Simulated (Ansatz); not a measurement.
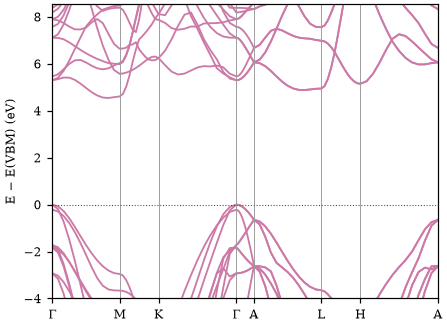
*Band structure from plane-wave PAW PBE (Ansatz code)*

The gap is 4.54 eV; an edge lies off the plotted path or next to a special point (maximum on the Γ–A line, 2 % of the way from Γ, minimum on the Γ–M line, 82 % of the way from Γ).

The material is C in space group P6_3/mmc (No. 194; C on 4e, C on 4f).

The first step of the workflow began from a Materials Project structure, measured or hypothetical. Its sites differ from those of the usual phase in this space group: another stacking or structure type. Symmetry was held in the PBE relaxation; its stability against distortions is not shown here.

Potentials: the earlier of the program's two PAW sets.
